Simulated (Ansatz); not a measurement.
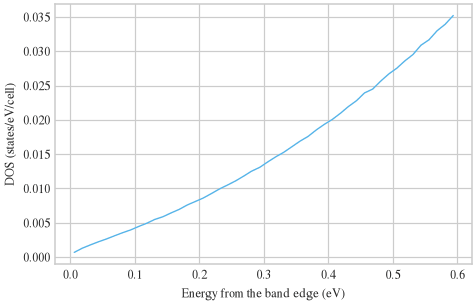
Figure: Density of states of CdSe (P6_3mc) above the conduction band minimum, PBEsol with spin-orbit coupling, rigid bands in Ansatz (a program for electronic structure); cell volume 112.5 Å³.

Q: What effective density of states at 300 K does this give (∫ g(E) exp(−E/k_BT) dE, both spins, divided by the cell's size)?

A: 3.4e17 cm⁻³, a density-of-states mass of 0.057 mₑ, valleys and band degeneracy included.

Geometry: cell and atoms relaxed with PBEsol.
